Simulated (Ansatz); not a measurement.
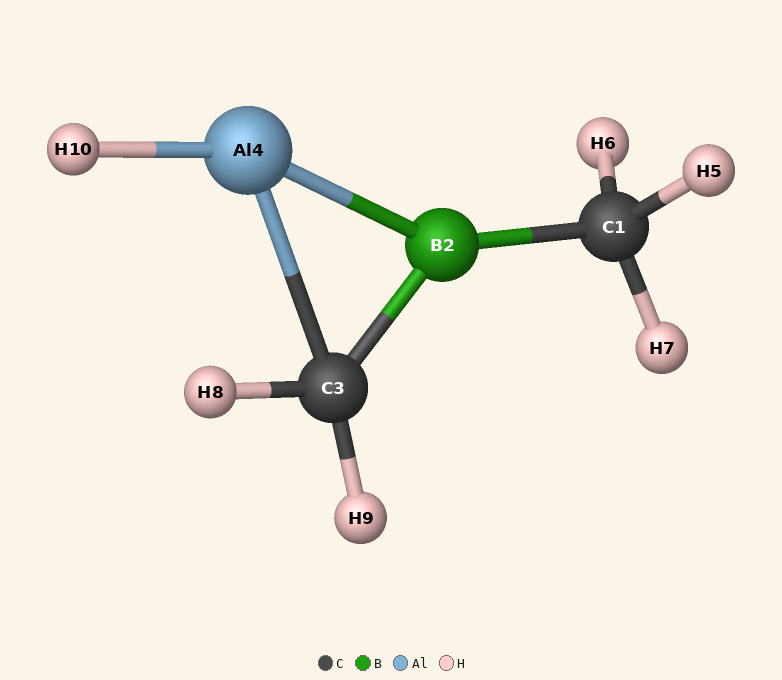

Harmonic vibrations computed with RKS PBE0-D4/def2-TZVP (Ansatz 0.2.0) at a stationary point of the same level.

Q: Minimum or transition state?

A: A minimum: no imaginary frequency, and the lowest mode lies at 102 cm⁻¹.

Q: List the wavenumbers.

A: 24 modes: 102, 172, 234, 396, 407, 472, 480, 530, 768, 828, 852, 892, 1028, 1300, 1393, 1452, 1460, 1564, 1907, 2911, 3036, 3107, 3112, 3112 cm⁻¹.
